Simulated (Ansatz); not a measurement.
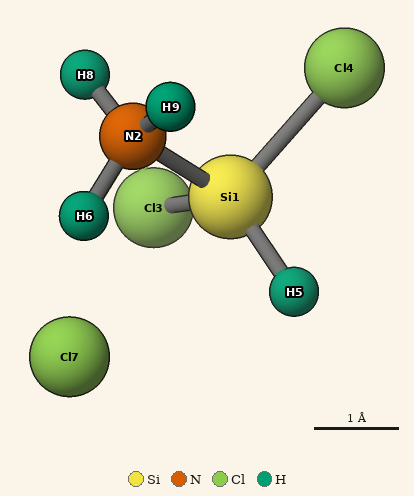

**Figure 1.** The structure (ball-and-stick view, seen at a tilt; atoms are numbered from 1 in the order of the input).

## SiNH4Cl3: a changed input and its effect

System: SiNH4Cl3.
Method of run 1: RHF-CCSD(T), frozen core/def2-TZVPP (Ansatz 0.2.0).

The geometry comes from this level: PBE0-D4/def2-TZVP. Text and figures count atoms from 1; the logs count them from 0 in places.

### Input, run 1
```yaml
crystal:
  periodic: [false, false, false]
  atoms:
    - {symbol: Si, position_ang: [-0.822685, -0.336874, 0.017017]}
    - {symbol: N, position_ang: [0.939691, 0.037586, 0.317141]}
    - {symbol: Cl, position_ang: [-1.001946, -1.140303, -1.822615]}
    - {symbol: Cl, position_ang: [-1.103451, -1.891044, 1.350262]}
    - {symbol: H, position_ang: [-1.742361, 0.710172, 0.444477]}
    - {symbol: H, position_ang: [0.958728, 0.996088, -0.286615]}
    - {symbol: Cl, position_ang: [0.048753, 2.111203, -1.256969]}
    - {symbol: H, position_ang: [1.562264, -0.671941, -0.060786]}
    - {symbol: H, position_ang: [1.161007, 0.185013, 1.298188]}
basis:
  gaussian: {orbitals: def2-TZVPP}
correlation: {method: ccsd_t}
```

Command:
```bash
ansatz run in.yaml --threads 8 --pin off --events-out ev --progress --plain --max-ram 19148MiB
```

Hardware: 8 threads of Arm Neoverse V1, 23 GiB of memory available, shared host.

### Output (run 1)
```
Functional definition: HF
  exchange = exact_x
  correlation = 0
1487 factors; integrals over basis functions are off by at most 9.6e-4 eV
mean field evaluation 1: about -46920.6492 eV, gradient 3.1e1 eV
mean field evaluation 2: about -46920.9348 eV, gradient 3.2e1 eV
mean field evaluation 4: about -46923.5305 eV, gradient 2.9e0 eV
mean field evaluation 8: about -46923.5747 eV, gradient 2.1e-1 eV
mean field evaluation 16: about -46920.6487 eV, gradient 3.1e1 eV
mean field -46923.57490501 eV, -1724.4095718177 hartree, gradient 3.4e-6 eV, S^2 0.000000; 0 other end points of the search recorded, 0 dependent functions left out
21 core orbitals not correlated: weight in the atoms' cores, before any rotation towards them, 1.000 or more for the frozen orbitals, at most 0.000 for the correlated occupied ones
reference -46923.57490501 eV, -1724.4095718177 hartree; 17, 17 occupied and 217, 217 virtual orbitals, 1487 factors
second order -25.34548070 eV of doubles, -0.00000000 eV of singles
cycle   1  -26.37705993 eV  change    -1.0e0 eV  update   9.4e-2
cycle   2  -26.91153701 eV  change   -5.3e-1 eV  update   2.6e-2
cycle   3  -27.01007006 eV  change   -9.9e-2 eV  update   1.3e-2
cycle   4  -26.99989529 eV  change    1.0e-2 eV  update   2.9e-3
cycle   5  -26.99880658 eV  change    1.1e-3 eV  update   1.3e-3
cycle   6  -26.99904176 eV  change   -2.4e-4 eV  update   4.1e-4
cycle   7  -26.99892098 eV  change    1.2e-4 eV  update   1.7e-4
cycle   8  -26.99890625 eV  change    1.5e-5 eV  update   5.2e-5
cycle   9  -26.99892646 eV  change   -2.0e-5 eV  update   1.8e-5
perturbative correction -1.13478800 eV, -0.0417026899 hartree
Total energy: -46951.70861947 eV, -1725.4434667544 hartree
```

For run 2 the input was changed thus:
```diff
-    - {symbol: Si, position_ang: [-0.822685, -0.336874, 0.017017]}
-    - {symbol: N, position_ang: [0.939691, 0.037586, 0.317141]}
-    - {symbol: Cl, position_ang: [-1.001946, -1.140303, -1.822615]}
-    - {symbol: Cl, position_ang: [-1.103451, -1.891044, 1.350262]}
-    - {symbol: H, position_ang: [-1.742361, 0.710172, 0.444477]}
-    - {symbol: H, position_ang: [0.958728, 0.996088, -0.286615]}
-    - {symbol: Cl, position_ang: [0.048753, 2.111203, -1.256969]}
-    - {symbol: H, position_ang: [1.562264, -0.671941, -0.060786]}
-    - {symbol: H, position_ang: [1.161007, 0.185013, 1.298188]}
+    - {symbol: Si, position_ang: [-0.921465, 0.064419, -0.104503]}
+    - {symbol: N, position_ang: [1.109978, -0.077609, 0.125894]}
+    - {symbol: Cl, position_ang: [-0.590647, -1.007810, -1.878929]}
+    - {symbol: Cl, position_ang: [-0.996317, -0.976019, 1.717479]}
+    - {symbol: H, position_ang: [-2.386039, 0.166816, -0.270603]}
+    - {symbol: H, position_ang: [1.579075, 0.367221, -0.657258]}
+    - {symbol: Cl, position_ang: [-0.574588, 2.134908, -0.083670]}
+    - {symbol: H, position_ang: [1.386305, -1.053980, 0.165824]}
+    - {symbol: H, position_ang: [1.393700, 0.381954, 0.985868]}
```

Predict how the results change.

With the same method and basis, run 2 lies 19.0 kcal/mol lower.

### Output (run 2)
```
Functional definition: HF
  exchange = exact_x
  correlation = 0
1487 factors; integrals over basis functions are off by at most 1.3e-3 eV
mean field evaluation 1: about -46921.6297 eV, gradient 3.0e1 eV
mean field evaluation 2: about -46921.9658 eV, gradient 3.1e1 eV
mean field evaluation 4: about -46924.3004 eV, gradient 3.0e0 eV
mean field evaluation 8: about -46924.3468 eV, gradient 2.2e-1 eV
mean field evaluation 16: about -46923.5160 eV, gradient 1.3e1 eV
mean field -46924.34712876 eV, -1724.4379505170 hartree, gradient 9.4e-6 eV, S^2 0.000000; 0 other end points of the search recorded, 0 dependent functions left out
21 core orbitals not correlated: weight in the atoms' cores, before any rotation towards them, 1.000 or more for the frozen orbitals, at most 0.000 for the correlated occupied ones
reference -46924.34712876 eV, -1724.4379505170 hartree; 17, 17 occupied and 217, 217 virtual orbitals, 1487 factors
second order -25.39685092 eV of doubles, -0.00000000 eV of singles
cycle   1  -26.43035842 eV  change    -1.0e0 eV  update   9.3e-2
cycle   2  -26.97209084 eV  change   -5.4e-1 eV  update   2.5e-2
cycle   3  -27.06595394 eV  change   -9.4e-2 eV  update   1.1e-2
cycle   4  -27.05702556 eV  change    8.9e-3 eV  update   2.4e-3
cycle   5  -27.05654386 eV  change    4.8e-4 eV  update   9.1e-4
cycle   6  -27.05659138 eV  change   -4.8e-5 eV  update   2.8e-4
cycle   7  -27.05646457 eV  change    1.3e-4 eV  update   1.1e-4
cycle   8  -27.05646271 eV  change    1.9e-6 eV  update   3.5e-5
perturbative correction -1.12966063 eV, -0.0415142626 hartree
Total energy: -46952.53325211 eV, -1725.4737714448 hartree
```

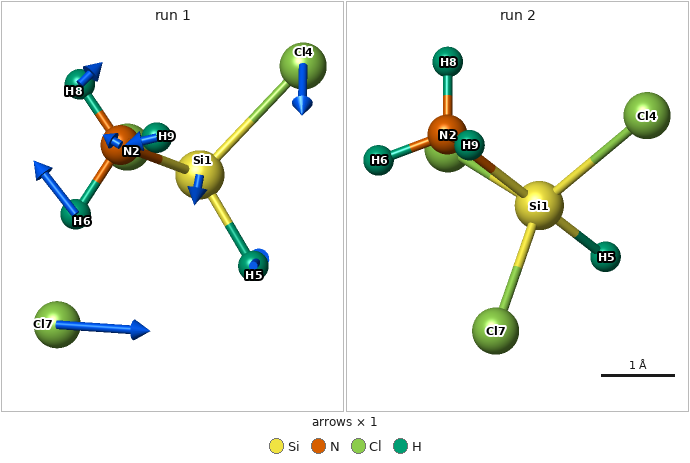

**Figure 2.** The two input geometries at one scale (ball-and-stick view, seen at a tilt). The blue arrows on the first give the shifts of the atoms after the best rigid fit, at true length. The atom that moves furthest after the best rigid fit is a Cl atom (1.38 Å). By element the largest moves are Cl 1.38 Å, H 1.07 Å, Si 0.43 Å, N 0.30 Å. Among the contacts that change: Cl–Si 2.894 → 2.099 Å, N–Si 1.827 → 2.049 Å, H–N 1.133 → 1.016 Å, Cl–Si 2.015 → 2.099 Å.

### The two runs side by side

| quantity | run 1 | run 2 |
| --- | --- | --- |
| outcome | converged | converged |
| total energy (hartree) | −1725.443467 | −1725.473771 |
| wall time (shared host) | 1.8 min | 2 min |
